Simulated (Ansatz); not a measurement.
A series of calculations on GeH2OCl2F

**1. Relaxation**

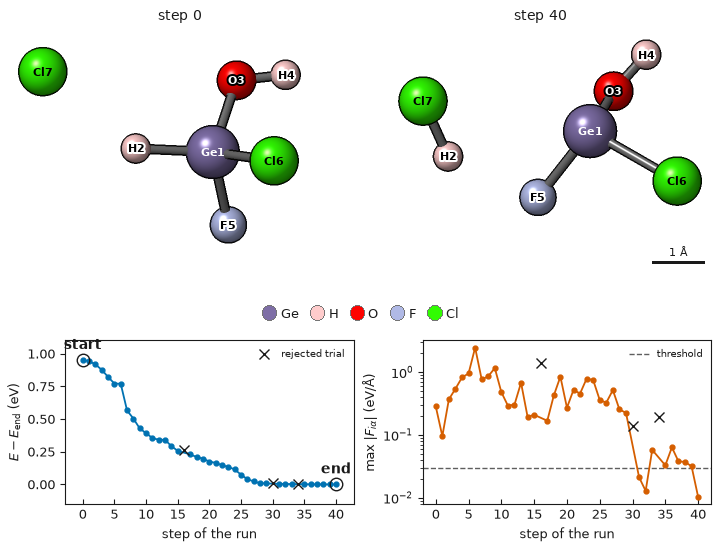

First and last geometry of a relaxation of GeH2OCl2F (multiplicity 2), with the history of the run. Style: ball-and-stick. Shown at a tilt.

The run prepares an end point of a later path (reaction) calculation, from a guessed geometry.

All numbers below come from UKS PBE0/def2-SVP (Ansatz 0.2.0). (collinear spin; force threshold 0.03 eV/Å; at most 50 steps)

Question: What do the curves and the structures tell?

Answer: It converged. After 37 accepted moves (40 points after the start) the energy has fallen by 0.952 eV. Largest force component: 0.29 eV/Å at the start, 0.01 eV/Å at the end. The line search rejected the trial steps at points 16, 30, 34 of the run. The forces were under the threshold at step 31, but the run went on from there. F5 moves most after the best rigid fit: 1.38 Å. By element the largest moves are F 1.38 Å, Cl 1.00 Å, H 0.96 Å, Ge 0.71 Å, O 0.41 Å. Near-neighbour distances that change, for instance: Ge1–H2 1.543 → 2.841 Å, H2–Cl7 2.571 → 1.296 Å, Ge1–Cl7 3.916 → 3.330 Å, Ge1–Cl6 2.137 → 2.177 Å. New bonds form, among them: H2–Cl7 (2.57 → 1.30 Å). Bonds break, among them: Ge1–H2 (1.54 → 2.84 Å). Among the angles between lasting bonds that change: O3–Ge1–F5 109.2° → 100.6°. Groups turn about Ge1–O3 by about 105°. The run took 110 s on 4 threads of AMD EPYC 7B13 (Zen 3) (shared host), peak memory 0.48 GiB.

Limits of the set-up: the start holds two separate molecules, 2.6 Å apart at their closest, whose relative position is a soft coordinate and is computed without a dispersion correction.

**2. Relaxation**

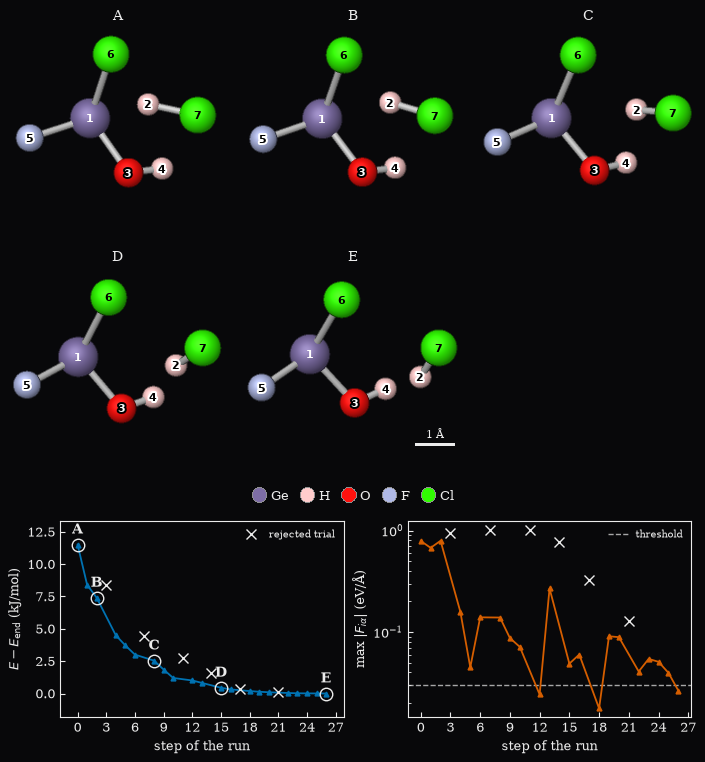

Frames of a relaxation of GeH$_{2}$OCl$_{2}$F (multiplicity 2), marked on the history of the run. A ball-and-stick model, seen from a free direction.

The run prepares an end point of a later path (reaction) calculation, from a guessed geometry.

Level of theory: UKS PBE0/def2-SVP (Ansatz). Settings: collinear spin; force threshold 0.03 eV/Å; at most 50 steps.

Describe the path.

The atom that moves furthest after the best rigid fit is H2 (1.46 Å). By element the largest moves are H 1.46 Å, F 0.67 Å, Ge 0.52 Å, O 0.52 Å, Cl 0.49 Å. Near-neighbour distances that change, for instance: H2–Cl7 1.333 → 1.289 Å, Ge1–Cl6 2.167 → 2.176 Å. Over 20 accepted moves (26 points after the start) the energy falls by 11.5 kJ/mol. The largest force component goes from 0.79 to 0.026 eV/Å. The line search rejected the trial steps at points 3, 7, 11, 14, 17, 21 of the run. The forces were under the threshold at step 12, but the run went on from there. From step 0 to 2: H2 moves most (0.39 Å), energy −4.11 kJ/mol. From step 2 to 8: H2 moves most (0.41 Å), energy −4.86 kJ/mol. From step 8 to 15: H2 moves most (0.44 Å), energy −2.10 kJ/mol. From step 15 to 26: H2 moves most (0.37 Å), energy −0.44 kJ/mol.

| step | E − E(0), kJ/mol | largest force component, eV/Å | note |
| --- | --- | --- | --- |
| 0 | 0.00 | 0.7908 |  |
| 1 | -3.11 | 0.6757 |  |
| 2 | -4.11 | 0.7935 |  |
| 3 | -3.14 | 0.9525 | rejected |
| 4 | -7.01 | 0.1581 |  |
| 5 | -7.80 | 0.0449 |  |
| 6 | -8.51 | 0.1396 |  |
| 7 | -7.11 | 1.0080 | rejected |
| 8 | -8.97 | 0.1389 |  |
| 9 | -9.66 | 0.0873 |  |
| 10 | -10.31 | 0.0713 |  |
| 11 | -8.79 | 1.0205 | rejected |
| 12 | -10.51 | 0.0242 |  |
| 13 | -10.69 | 0.2688 |  |
| 14 | -9.94 | 0.7720 | rejected |
| 15 | -11.07 | 0.0488 |  |
| 16 | -11.20 | 0.0600 |  |
| 17 | -11.17 | 0.3283 | rejected |
| 18 | -11.32 | 0.0177 |  |
| 19 | -11.38 | 0.0908 |  |
| 20 | -11.42 | 0.0890 |  |
| 21 | -11.39 | 0.1291 | rejected |
| 22 | -11.47 | 0.0408 |  |
| 23 | -11.50 | 0.0544 |  |
| 24 | -11.50 | 0.0509 |  |
| 25 | -11.51 | 0.0396 |  |
| 26 | -11.51 | 0.0264 |  |

Limits of the set-up: the start holds two separate molecules, 2.6 Å apart at their closest, whose relative position is a soft coordinate and is computed without a dispersion correction.

**3. Path**

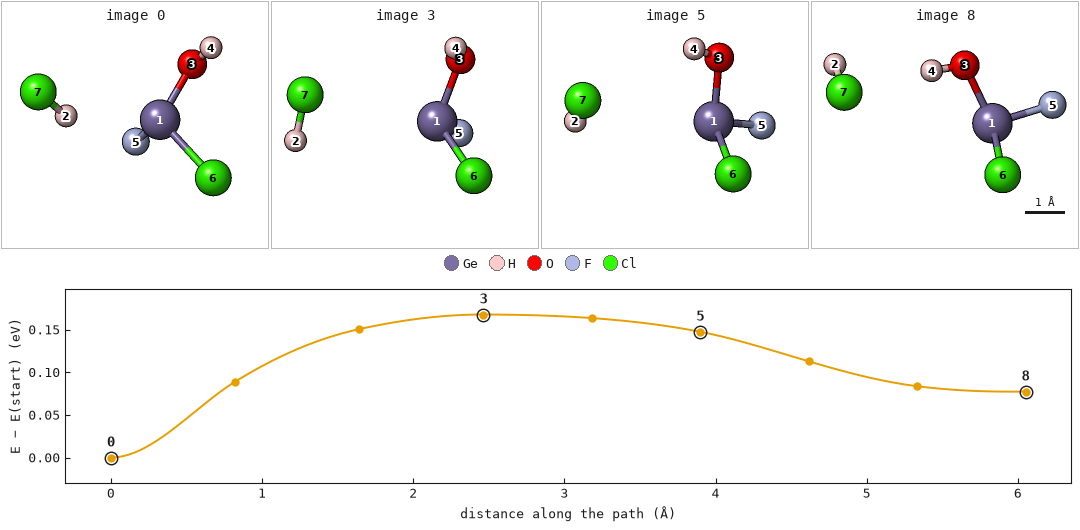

A nudged-elastic-band calculation for GeH₂OCl₂F (multiplicity 2). Images are numbered from 0 (start) to 8 (end). A ball-and-stick model, seen at a tilt.

The calculation used UKS PBE0/def2-SVP (Ansatz). Run with 7 movable images; climbing image; force threshold 0.05 eV/Å; iteration limit 60; starting path through a guess of the saddle point.

Describe the mechanism and the energy profile.

No bond forms or breaks between the ends. The energy climbs by 0.168 eV to image 3 and then falls by 0.090 eV, so the end point sits at +0.077 eV. The band converged in 19 iterations. The largest component of the band force went from 21 to 0.048 eV/Å. The climbing image converged on the top of the path. Its vibrational analysis gives no imaginary modes over 30i cm⁻¹, so it isn't confirmed as a transition state.

Cost: 4.9 min on 4 threads of AMD EPYC 7B13 (Zen 3), on a shared host, peak memory 0.43 GiB.
